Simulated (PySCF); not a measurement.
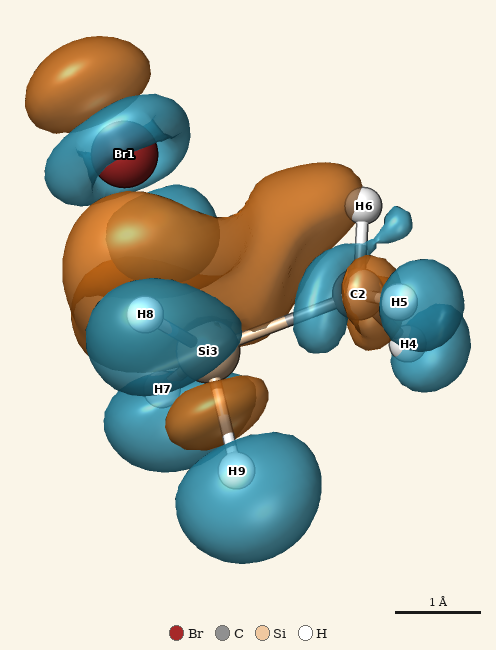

CH$_{6}$BrSi, charge −1, SMILES `[Br-].C[SiH3]`. Density of the complex less the densities of the two fragments at the same geometry, ±0.01 e/Å³ (light blue: gain, orange: loss). Fragment A: Br(−1) (atom 1); fragment B: SiH6C.

Method: PBE/aug-cc-pVDZ; geometry: GFN2-xTB; program: PySCF. GFN2-xTB bond lengths at metals and heavier atoms can be off by up to 0.1 Å and shapes distorted, which carries into these values.

Input script:

```python
import numpy as np
from pyscf import gto, scf, dft
from pyscf.scf import atom_ks, atom_hf
from scipy.linalg import block_diag
from pyscf.dispersion import dftd3

def solve(mol, dm0=None, hcore=None):
    mf = (dft.UKS if mol.spin else dft.RKS)(mol, xc='pbe')
    mf.grids.level = 3
    mf = mf.density_fit(auxbasis='def2-universal-jkfit')
    mf.conv_tol, mf.max_cycle = 1e-8, 80
    if hcore is not None:
        mf.get_hcore = lambda *args: hcore
    mf.kernel(dm0)
    if not mf.converged:
        mf = mf.newton().run(mf.mo_coeff, mf.mo_occ, max_cycle=30)
    assert mf.converged, 'SCF not converged'
    return mf

mol = gto.M(atom='''
Br    -1.19648     0.06178    -0.00001
C      1.94316     1.12319    -0.00040
Si     1.37578    -0.68844     0.00023
H      2.50373     1.33390    -0.90790
H      2.60805     1.29954     0.84170
H      1.12987     1.83652     0.06205
H      0.97056    -1.19762    -1.31153
H      0.97607    -1.18823     1.31692
H      2.76861    -1.34732    -0.00176
''', basis='aug-cc-pvdz', charge=-1, spin=0, verbose=4)
mol_a = gto.M(atom='''
Br    -1.19648     0.06178    -0.00001
ghost-C      1.94316     1.12319    -0.00040
ghost-Si     1.37578    -0.68844     0.00023
ghost-H      2.50373     1.33390    -0.90790
ghost-H      2.60805     1.29954     0.84170
ghost-H      1.12987     1.83652     0.06205
ghost-H      0.97056    -1.19762    -1.31153
ghost-H      0.97607    -1.18823     1.31692
ghost-H      2.76861    -1.34732    -0.00176
''', basis='aug-cc-pvdz', charge=-1, spin=0, verbose=4)
mol_b = gto.M(atom='''
ghost-Br    -1.19648     0.06178    -0.00001
C      1.94316     1.12319    -0.00040
Si     1.37578    -0.68844     0.00023
H      2.50373     1.33390    -0.90790
H      2.60805     1.29954     0.84170
H      1.12987     1.83652     0.06205
H      0.97056    -1.19762    -1.31153
H      0.97607    -1.18823     1.31692
H      2.76861    -1.34732    -0.00176
''', basis='aug-cc-pvdz', charge=0, spin=0, verbose=4)
ab, a, b = solve(mol), solve(mol_a), solve(mol_b)
e_int = ab.e_tot - a.e_tot - b.e_tot
print('counterpoise-corrected interaction energy / kcal/mol', e_int * 627.5095)
def disp(atoms, charge):
    m = gto.M(atom=atoms, charge=charge, basis='sto-3g', spin=None, unit='Bohr', verbose=0)
    return dftd3.DFTD3Dispersion(m, xc='pbe', version='d3bj').get_dispersion()['energy']
e_disp = disp(mol._atom, mol.charge) - disp(mol._atom[:1], mol_a.charge) - disp(mol._atom[1:], mol_b.charge)
print('D3(BJ) part / kcal/mol', e_disp * 627.5095)
# spherically averaged free atoms, for the promolecule
atm = atom_ks.get_atm_nrks(mol, xc='pbe')
pro = block_diag(*[(atm[a[0]][2] * atm[a[0]][3]) @ atm[a[0]][2].T for a in mol._atom])
np.savez('result.npz', e_int=e_int, e_disp=e_disp, dm_a=a.make_rdm1(), dm_b=b.make_rdm1(), c=ab.mo_coeff, occ=ab.mo_occ, eps=ab.mo_energy, pro=pro, d=[f.dip_moment(verbose=0) for f in (ab, a, b)])
```

Run with:

```sh
OMP_NUM_THREADS=1 python input.py
```

The run took 46 s on 1 thread of Arm Neoverse V2, on a shared host, peak memory 0.51 GiB.

Partitions, critical points and surface values were worked out afterwards from this run's density.

> Which way does charge flow?

Hirshfeld charges show 0.116 e passing from A to B. By Hirshfeld charges, electrons gather most on H9 (−0.081 e) and leave Br1 most (+0.116 e); 0.42 e is displaced in all.

> What is the interaction energy, and which contacts carry it?

The counterpoise-corrected interaction energy of the frozen fragments is −8.9 kcal/mol without dispersion correction and −10.6 kcal/mol with D3(BJ). The pair geometry is semi-empirical, not a minimum at this level. Contacts: Br1···Si3, 2.68 Å, ρ = 0.040 a.u. The pose is a local one from a semi-empirical search, not shown to be the most stable.
